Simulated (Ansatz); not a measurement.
**Rh: a line through an energy map**

How does the energy of Rh (P6_3/mmc, No. 194; 2 atoms in the cell) vary with volume per atom, at total spin moment of the cell, held fixed = 0.50 μB?

This is Rh in the hcp structure; at room conditions it is fcc.

Program: Ansatz 0.2.0. Level of theory: DFT LDA, scalar-relativistic, plane waves, PAW. These are calculated values, not measurements.

29 further runs of the same task are left out: 29 set aside as unsound or not needed.

### 1 Starting point

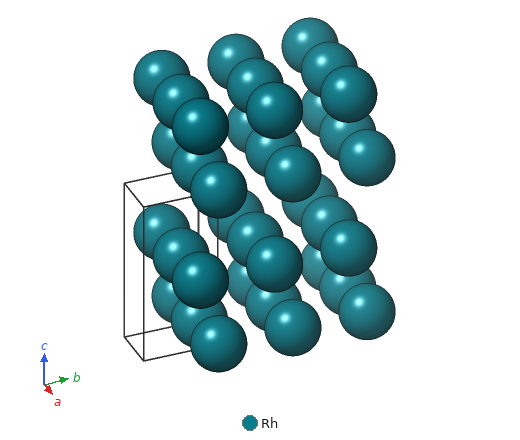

The starting structure, seen slightly off an axis (rhodium blue). 3×3×2 cells are drawn.

As a file:

```cif
data_structure
_symmetry_space_group_name_H-M 'P 1'
_symmetry_Int_Tables_number 1
_cell_length_a 2.6702
_cell_length_b 2.6702
_cell_length_c 4.2994
_cell_angle_alpha 90.000
_cell_angle_beta 90.000
_cell_angle_gamma 120.000
_cell_volume 26.55
loop_
_atom_site_label
_atom_site_type_symbol
_atom_site_fract_x
_atom_site_fract_y
_atom_site_fract_z
_atom_site_occupancy
Rh1 Rh 0.66667 0.33333 0.75000 1
Rh2 Rh 0.33333 0.66667 0.25000 1
```

It goes back to an entry of the Materials Project, which need not be the stable form.

This cell was relaxed beforehand with the same method: volume 13.27 Å³/atom, gap on the mesh none (metal).

### 2 What is varied

The energy is mapped over volume and a fixed ferromagnetic moment.

First coordinate, volume per atom: 7 values from 10.88 to 15.66 Å³. Second coordinate, total spin moment of the cell, held fixed: 9 values from 0.00 to 2.00 μB.

Nothing else is relaxed (shape and fractional coordinates fixed). Points are written as (first, second).

### 3 Point (11.68 Å³, 0.50 μB)

Contents of input.yaml:

```yaml
crystal:
  lattice:
    - [2.5588111912, 0.0, 0.0]
    - [-1.2794055956, 2.2159954951, 0.0]
    - [0.0, 0.0, 4.120053969]
  atoms:
    - { symbol: Rh, position: [0.6666666667, 0.3333333333, 0.75], spin: 0.25 }
    - { symbol: Rh, position: [0.3333333333, 0.6666666667, 0.25], spin: 0.25 }
basis:
  ecutwfc: 420
kpoints:
  mp_grid: { grid: [21, 21, 12] }
hamiltonian:
  xc: lda
  pseudopotentials: { kind: paw, azcp: { folder: soft_1 } }
scf:
  occupations: { method: gaussian, width: 0.15 }
  lower_state_search: "off"
output:
  forces: true
  stress: true
  eigenvalues: true
  populations: true
magnetization:
  spin_polarized: true
  initial_magnetization: 0.5
  spin_locking: { lock_magnetization: hard }
```

Started as:

```sh
$ ansatz run input.yaml --threads 2 --pin off --max-ram 4096MiB --backend cpu --events-out ev --progress --plain --runs-dir out
```

Log, cut to the lines that bear on the results:

```text
Warning: <dir> the record states the generating functional pbe (its physics header spells it `PBE`), which answers neither for hamiltonian.xc's functional nor for the lda family's — results may be inconsistent (PPs are generated against a specific XC)
Warning: output.stress: scf.convergence.dr2_threshold = 1e-7 eV (the SCF's general default) is looser than the 2e-10 eV advised for a printed stress (1e-10 eV for each atom of the cell: 2). What an SCF threshold leaves in a stress goes as its square root, and in the free energy as the [...]
Warning: RAYON_NUM_THREADS=2 ignored (pool sized by the plan → 2); use --threads N
[...]
Pseudopotentials: kind: paw
Pseudopotential: Rh, paw, valence charge 17, recommended cutoff 420 eV (normal), <dir>
Functional definition: SPW92
[...]
Crystal: 2 atoms, lattice volume = 23.362 Å³
Basis set: ecut = 420 eV, 463 PW (Γ)
Bands: 22, of which v1, the nominal top of the filled ones, is band 17 counted from 1 (16 counted from 0)
Symmetry: 24 space group operations
Space group: P63/mmc (ITA 194), of the structure as read, at distance tolerance 2.9e-5 Å
Magnetic group: BNS 194.263 (UNI 1493), of the structure as read, at distance tolerance 2.9e-5 Å
k-points: 336 of 5292
[...]
Starting moments: Σ|m| = 0.5 μB on 2 of 2 sites
[...]
SCF iter   1: F=—  HF=-12557.790825 eV  |F-HF|=—  |Δ(HF+E_count)|=         —  Δρ=6.08e-2 (↑6.00e-2 ↓6.08e-2)  dr2=2.87e0  dr2_m=2.57e-3  M=0.500 μB ∫|m|=0.500 μB  β_m=0.30  ethr=3.10e-3  ⟨swp⟩=4.3  Hψ=56085  notcnv=0
[...]
SCF iter   8: F=-12556.791180 eV  HF=-12556.791180 eV  |F-HF|=5.82e-11  |Δ(HF+E_count)|=   1.06e-9  Δρ=6.80e-7 (↑4.78e-7 ↓6.80e-7)  dr2=1.63e-11  dr2_m=6.59e-11  M=0.500 μB ∫|m|=0.501 μB  ethr=9.09e-12  ⟨swp⟩=1.3  Hψ=43058  notcnv=0
[...]
SCF converged after 8 iterations
Stability checked in part: among states of this total moment the steps that led to this state did not find it unstable. No probe was made; neither looks for a lower state of another moment (fixed_total_moment; see scf.lower_state_search)
Magnetization: 0.5000 μB (17.2500 up, 16.7500 down)
Absolute magnetization: 0.5006 μB (∫|ρ↑−ρ↓|, with the PAW one-centre terms)
Spin contamination: 0.0002 ħ² per cell (⟨S²⟩ above its minimum at these occupations)
Per-site moments (μB) at R_I (Å): [(0.23982998157231228, 1.0456867743390774), (0.23982998157231247, 1.0456867743390774)]
Free energy (F): -12556.791180 eV
[...]
E sigma→0 (E₀):  -12556.776496 eV
Entropy (-TS):   -0.029367 eV (-14.684 meV/atom)
Fermi energy:    27.299749 (↑ 27.418949, ↓ 27.180548) eV
[...]
--- Forces (eV/Å), atoms counted from 1 ---
  atom   1  Rh    -0.00000000    -0.00000000     0.00000000
  atom   2  Rh     0.00000000     0.00000000     0.00000000
[...]
--- Stress (GPa, compression-positive) ---
       55.441681       0.000000       0.000000
        0.000000      55.441681       0.000000
        0.000000       0.000000      57.822522
  P = ⅓ Tr σ = 56.2353 GPa (562.353 kbar)
--- Band table (eV; the first three rows and the last of 672) ---
  k-point 0 ↑: bands = ["-52.1927", "-51.9514", "-20.7625", "-19.6220", "-19.6220", "-19.4396", "-19.4372", "-19.4372", "17.8778", "19.4393", "23.2345", "23.2601", "23.2601", "23.9642", "23.9642", "24.6944", "24.6944", "27.3853", "27.3853", "27.8693", "37.6442", "42.7672"]
[...]
--- Löwdin populations: 2 sites ---
  site symbol       q [e]    m [muB]
     0     Rh     16.8864     0.2500
     1     Rh     16.8864     0.2500
  spilling = 0.006680 (of n_electrons = 34.000000)
```

Wall time 20 s (2 threads of Arm Neoverse N1, shared host); peak memory 0.48 GiB.

### 4 Grid point (12.48 Å³, 0.50 μB)

input.yaml, as its differences from that of step 3:

```diff
@@ -2,5 +2,5 @@
   lattice:
-    - [2.5588111912, 0.0, 0.0]
-    - [-1.2794055956, 2.2159954951, 0.0]
-    - [0.0, 0.0, 4.120053969]
+    - [2.6157318906, 0.0, 0.0]
+    - [-1.3078659453, 2.2652902668, 0.0]
+    - [0.0, 0.0, 4.21170448]
   atoms:
```

Started as:

```sh
$ ansatz run input.yaml --threads 2 --pin off --max-ram 4096MiB --backend cpu --events-out ev --progress --plain --runs-dir out
```

Log, cut to the lines that bear on the results:

```text
[...]
SCF converged after 8 iterations
Stability checked in part: among states of this total moment the steps that led to this state did not find it unstable. No probe was made; neither looks for a lower state of another moment (fixed_total_moment; see scf.lower_state_search)
Magnetization: 0.5000 μB (17.2500 up, 16.7500 down)
Absolute magnetization: 0.5011 μB (∫|ρ↑−ρ↓|, with the PAW one-centre terms)
Spin contamination: 0.0002 ħ² per cell (⟨S²⟩ above its minimum at these occupations)
Per-site moments (μB) at R_I (Å): [(0.24173868421988615, 1.0689480539185399), (0.24173868421988579, 1.0689480539185399)]
Free energy (F): -12557.177595 eV
[...]
E sigma→0 (E₀):  -12557.161396 eV
Entropy (-TS):   -0.032399 eV (-16.199 meV/atom)
Fermi energy:    25.127086 (↑ 25.224504, ↓ 25.029668) eV
[...]
--- Forces (eV/Å), atoms counted from 1 ---
  atom   1  Rh     0.00000000     0.00000000     0.00000000
  atom   2  Rh     0.00000000    -0.00000000    -0.00000000
[...]
--- Stress (GPa, compression-positive) ---
       22.997910      -0.000000      -0.000000
        0.000000      22.997910      -0.000000
       -0.000000      -0.000000      24.240427
  P = ⅓ Tr σ = 23.4121 GPa (234.121 kbar)
--- Band table (eV; the first three rows and the last of 672) ---
  k-point 0 ↑: bands = ["-54.1045", "-53.9214", "-22.5481", "-21.6282", "-21.6282", "-21.4847", "-21.4775", "-21.4775", "16.2191", "17.9262", "21.4494", "21.4807", "21.4807", "22.1112", "22.1112", "22.7701", "22.7701", "25.2027", "25.2027", "25.7314", "34.7074", "40.7188"]
[...]
--- Löwdin populations: 2 sites ---
  site symbol       q [e]    m [muB]
     0     Rh     16.8872     0.2505
     1     Rh     16.8872     0.2505
  spilling = 0.006636 (of n_electrons = 34.000000)
```

Run time: 20 s. Hardware: 2 threads of Arm Neoverse N1, shared host; peak memory 0.5 GiB.

### 5 Point (13.27 Å³, 0.50 μB)

input.yaml, as its differences from that of step 4:

```diff
@@ -2,5 +2,5 @@
   lattice:
-    - [2.6157318906, 0.0, 0.0]
-    - [-1.3078659453, 2.2652902668, 0.0]
-    - [0.0, 0.0, 4.21170448]
+    - [2.6702116395, 0.0, 0.0]
+    - [-1.3351058197, 2.3124711133, 0.0]
+    - [0.0, 0.0, 4.2994247098]
   atoms:
```

Started as:

```sh
$ ansatz run input.yaml --threads 2 --pin off --max-ram 4096MiB --backend cpu --events-out ev --progress --plain --runs-dir out
```

Log, cut to the lines that bear on the results:

```text
Warning: <dir> the record states the generating functional pbe (its physics header spells it `PBE`), which answers neither for hamiltonian.xc's functional nor for the lda family's — results may be inconsistent (PPs are generated against a specific XC)
Warning: output.stress: scf.convergence.dr2_threshold = 1e-7 eV (the SCF's general default) is looser than the 2e-10 eV advised for a printed stress (1e-10 eV for each atom of the cell: 2). What an SCF threshold leaves in a stress goes as its square root, and in the free energy as the [...]
Warning: RAYON_NUM_THREADS=2 ignored (pool sized by the plan → 2); use --threads N
[...]
[... 3 set-up lines as earlier in the session ...]
[...]
Crystal: 2 atoms, lattice volume = 26.548 Å³
Basis set: ecut = 420 eV, 537 PW (Γ)
Bands: 22, of which v1, the nominal top of the filled ones, is band 17 counted from 1 (16 counted from 0)
[... 1 set-up line as earlier in the session ...]
Space group: P63/mmc (ITA 194), of the structure as read, at distance tolerance 3.0e-5 Å
[...]
Magnetization: 0.5000 μB (17.2500 up, 16.7500 down)
Absolute magnetization: 0.5019 μB (∫|ρ↑−ρ↓|, with the PAW one-centre terms)
Spin contamination: 0.0003 ħ² per cell (⟨S²⟩ above its minimum at these occupations)
Per-site moments (μB) at R_I (Å): [(0.2434429289497124, 1.0912118118250849), (0.24344292894971256, 1.0912118118250849)]
Free energy (F): -12557.289846 eV
[...]
E sigma→0 (E₀):  -12557.272015 eV
Entropy (-TS):   -0.035663 eV (-17.832 meV/atom)
Fermi energy:    23.215415 (↑ 23.294252, ↓ 23.136579) eV
[...]
--- Forces (eV/Å), atoms counted from 1 ---
  atom   1  Rh     0.00000000    -0.00000000     0.00000000
  atom   2  Rh    -0.00000000     0.00000000     0.00000000
[...]
--- Stress (GPa, compression-positive) ---
        0.408160       0.000000       0.000000
        0.000000       0.408160       0.000000
        0.000000       0.000000       0.841849
  P = ⅓ Tr σ = 0.5527 GPa (5.527 kbar)
--- Band table (eV; the first three rows and the last of 672) ---
[... band rows left out ...]
[...]
--- Löwdin populations: 2 sites ---
  site symbol       q [e]    m [muB]
     0     Rh     16.8884     0.2509
     1     Rh     16.8884     0.2509
  spilling = 0.006562 (of n_electrons = 34.000000)
```

Wall time 24 s (2 threads of Arm Neoverse N1, shared host); peak memory 0.51 GiB.

### 6 Point (14.07 Å³, 0.50 μB)

input.yaml, as its differences from that of step 5:

```diff
@@ -2,5 +2,5 @@
   lattice:
-    - [2.6702116395, 0.0, 0.0]
-    - [-1.3351058197, 2.3124711133, 0.0]
-    - [0.0, 0.0, 4.2994247098]
+    - [2.7225525176, 0.0, 0.0]
+    - [-1.3612762588, 2.3577996434, 0.0]
+    - [0.0, 0.0, 4.3837010501]
   atoms:
```

Started as:

```sh
$ ansatz run input.yaml --threads 2 --pin off --max-ram 4096MiB --backend cpu --events-out ev --progress --plain --runs-dir out
```

Log, cut to the lines that bear on the results:

```text
Warning: <dir> the record states the generating functional pbe (its physics header spells it `PBE`), which answers neither for hamiltonian.xc's functional nor for the lda family's — results may be inconsistent (PPs are generated against a specific XC)
Warning: output.stress: scf.convergence.dr2_threshold = 1e-7 eV (the SCF's general default) is looser than the 2e-10 eV advised for a printed stress (1e-10 eV for each atom of the cell: 2). What an SCF threshold leaves in a stress goes as its square root, and in the free energy as the [...]
Warning: RAYON_NUM_THREADS=2 ignored (pool sized by the plan → 2); use --threads N
[...]
[... 3 set-up lines as earlier in the session ...]
[...]
Crystal: 2 atoms, lattice volume = 28.140 Å³
Basis set: ecut = 420 eV, 549 PW (Γ)
Bands: 22, of which v1, the nominal top of the filled ones, is band 17 counted from 1 (16 counted from 0)
[... 2 set-up lines as earlier in the session ...]
[...]
Magnetization: 0.5000 μB (17.2500 up, 16.7500 down)
Absolute magnetization: 0.5030 μB (∫|ρ↑−ρ↓|, with the PAW one-centre terms)
Spin contamination: 0.0003 ħ² per cell (⟨S²⟩ above its minimum at these occupations)
Per-site moments (μB) at R_I (Å): [(0.2449637291094004, 1.1126014963014457), (0.24496372910940037, 1.1126014963014457)]
Free energy (F): -12557.211604 eV
[...]
E sigma→0 (E₀):  -12557.192012 eV
Entropy (-TS):   -0.039184 eV (-19.592 meV/atom)
Fermi energy:    21.519885 (↑ 21.582751, ↓ 21.457019) eV
[...]
--- Forces (eV/Å), atoms counted from 1 ---
  atom   1  Rh     0.00000000    -0.00000000     0.00000000
  atom   2  Rh     0.00000000     0.00000000     0.00000000
[...]
--- Stress (GPa, compression-positive) ---
      -15.282130       0.000000       0.000000
        0.000000     -15.282130       0.000000
        0.000000       0.000000     -15.429211
  P = ⅓ Tr σ = -15.3312 GPa (-153.312 kbar)
--- Band table (eV; the first three rows and the last of 672) ---
[... band rows left out ...]
[...]
--- Löwdin populations: 2 sites ---
  site symbol       q [e]    m [muB]
     0     Rh     16.8901     0.2513
     1     Rh     16.8901     0.2513
  spilling = 0.006463 (of n_electrons = 34.000000)
```

Run time: 25 s. Hardware: 2 threads of Arm Neoverse N1, shared host; peak memory 0.52 GiB.

### 7 Point (14.87 Å³, 0.50 μB)

input.yaml, as its differences from that of step 6:

```diff
@@ -2,5 +2,5 @@
   lattice:
-    - [2.7225525176, 0.0, 0.0]
-    - [-1.3612762588, 2.3577996434, 0.0]
-    - [0.0, 0.0, 4.3837010501]
+    - [2.7730179489, 0.0, 0.0]
+    - [-1.3865089744, 2.4015039889, 0.0]
+    - [0.0, 0.0, 4.4649576513]
   atoms:
```

Started as:

```sh
$ ansatz run input.yaml --threads 2 --pin off --max-ram 4096MiB --backend cpu --events-out ev --progress --plain --runs-dir out
```

Log, cut to the lines that bear on the results:

```text
[...]
SCF converged after 9 iterations
Stability checked in part: among states of this total moment the steps that led to this state did not find it unstable. No probe was made; neither looks for a lower state of another moment (fixed_total_moment; see scf.lower_state_search)
Magnetization: 0.5000 μB (17.2500 up, 16.7500 down)
Absolute magnetization: 0.5044 μB (∫|ρ↑−ρ↓|, with the PAW one-centre terms)
Spin contamination: 0.0004 ħ² per cell (⟨S²⟩ above its minimum at these occupations)
Per-site moments (μB) at R_I (Å): [(0.24631865355321478, 1.1332247584814186), (0.24631865355321497, 1.1332247584814186)]
Free energy (F): -12557.001172 eV
[...]
E sigma→0 (E₀):  -12556.979689 eV
Entropy (-TS):   -0.042966 eV (-21.483 meV/atom)
Fermi energy:    20.005108 (↑ 20.054133, ↓ 19.956082) eV
[...]
--- Forces (eV/Å), atoms counted from 1 ---
  atom   1  Rh     0.00000000     0.00000000     0.00000000
  atom   2  Rh    -0.00000000    -0.00000000     0.00000000
[...]
--- Stress (GPa, compression-positive) ---
      -26.087078      -0.000000      -0.000000
       -0.000000     -26.087078       0.000000
       -0.000000       0.000000     -26.647751
  P = ⅓ Tr σ = -26.2740 GPa (-262.740 kbar)
--- Band table (eV; the first three rows and the last of 672) ---
  k-point 0 ↑: bands = ["-58.6594", "-58.5738", "-26.8618", "-26.3494", "-26.3494", "-26.2790", "-26.2637", "-26.2637", "12.4215", "14.3356", "17.1917", "17.2327", "17.2327", "17.7007", "17.7007", "18.1988", "18.1988", "20.0506", "20.0506", "20.8025", "27.8155", "35.6955"]
[...]
--- Löwdin populations: 2 sites ---
  site symbol       q [e]    m [muB]
     0     Rh     16.8921     0.2517
     1     Rh     16.8921     0.2517
  spilling = 0.006346 (of n_electrons = 34.000000)
```

Run time: 28 s. Hardware: 2 threads of Arm Neoverse N1, shared host; peak memory 0.54 GiB.

### 8 Point (15.66 Å³, 0.50 μB)

input.yaml, as its differences from that of step 7:

```diff
@@ -2,5 +2,5 @@
   lattice:
-    - [2.7730179489, 0.0, 0.0]
-    - [-1.3865089744, 2.4015039889, 0.0]
-    - [0.0, 0.0, 4.4649576513]
+    - [2.8216504786, 0.0, 0.0]
+    - [-1.4108252393, 2.4436209951, 0.0]
+    - [0.0, 0.0, 4.5432630173]
   atoms:
```

Started as:

```sh
$ ansatz run input.yaml --threads 2 --pin off --max-ram 4096MiB --backend cpu --events-out ev --progress --plain --runs-dir out
```

Log, cut to the lines that bear on the results:

```text
[...]
SCF converged after 9 iterations
Stability checked in part: among states of this total moment the steps that led to this state did not find it unstable. No probe was made; neither looks for a lower state of another moment (fixed_total_moment; see scf.lower_state_search)
Magnetization: 0.5000 μB (17.2500 up, 16.7500 down)
Absolute magnetization: 0.5058 μB (∫|ρ↑−ρ↓|, with the PAW one-centre terms)
Spin contamination: 0.0004 ħ² per cell (⟨S²⟩ above its minimum at these occupations)
Per-site moments (μB) at R_I (Å): [(0.24754530483512785, 1.1530989849439808), (0.24754530483512796, 1.1530989849439808)]
Free energy (F): -12556.700946 eV
[...]
E sigma→0 (E₀):  -12556.677456 eV
Entropy (-TS):   -0.046981 eV (-23.491 meV/atom)
Fermi energy:    18.647897 (↑ 18.684892, ↓ 18.610902) eV
[...]
--- Forces (eV/Å), atoms counted from 1 ---
  atom   1  Rh     0.00000000     0.00000000     0.00000000
  atom   2  Rh    -0.00000000    -0.00000000     0.00000000
[...]
--- Stress (GPa, compression-positive) ---
      -33.369920       0.000000       0.000000
        0.000000     -33.369920      -0.000000
        0.000000      -0.000000     -34.227907
  P = ⅓ Tr σ = -33.6559 GPa (-336.559 kbar)
--- Band table (eV; the first three rows and the last of 672) ---
  k-point 0 ↑: bands = ["-59.8739", "-59.8062", "-28.0263", "-27.5972", "-27.5972", "-27.5420", "-27.5252", "-27.5252", "11.4395", "13.3767", "16.0513", "16.0938", "16.0938", "16.5217", "16.5217", "16.9792", "16.9792", "18.6843", "18.6843", "19.5206", "25.9989", "34.3097"]
[...]
--- Löwdin populations: 2 sites ---
  site symbol       q [e]    m [muB]
     0     Rh     16.8944     0.2520
     1     Rh     16.8944     0.2520
  spilling = 0.006213 (of n_electrons = 34.000000)
```

It took 29 s on 2 threads of Arm Neoverse N1, shared host; peak memory 0.55 GiB.

### 9 The line in numbers

| volume per atom (Å³) | step | energy (meV/atom) | pressure (GPa) | absolute magnetic moment (μB per cell) |
| --- | --- | --- | --- | --- |
| 10.88 | – | 639 | 103 | 0.500 |
| 11.68 | 3 | 249 | 56 | 0.501 |
| 12.48 | 4 | 56 | 23 | 0.501 |
| 13.27 | 5 | 0 | 1 | 0.502 |
| 14.07 | 6 | 39 | −15 | 0.503 |
| 14.87 | 7 | 144 | −26 | 0.504 |
| 15.66 | 8 | 294 | −34 | 0.506 |

Energies count from the lowest point of the line. Rows without a step come from runs not printed here or follow by symmetry.

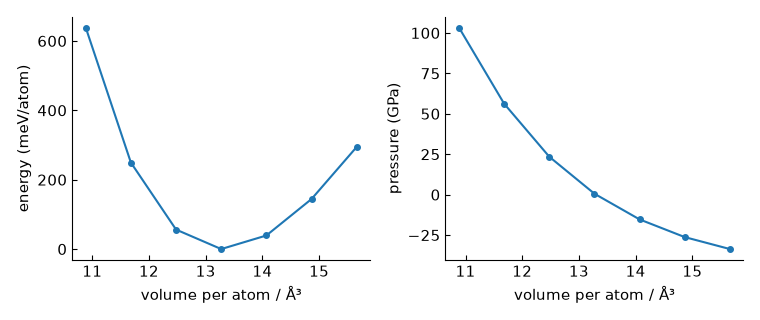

Energy and pressure along the line.

In words: The lowest point of the line is at 13.27 Å³. A parabola through the lowest point and its two neighbours puts the minimum at 13.345 Å³, with a curvature of about 150 meV/atom per (Å³)². The well is lopsided: two grid steps out, the energy rises by 249 meV/atom towards smaller values and 144 meV/atom towards larger ones. The highest point computed, at 10.88 Å³, lies 639 meV/atom above the lowest. This is one cut through a surface in two coordinates; the map's lowest point lies off it.
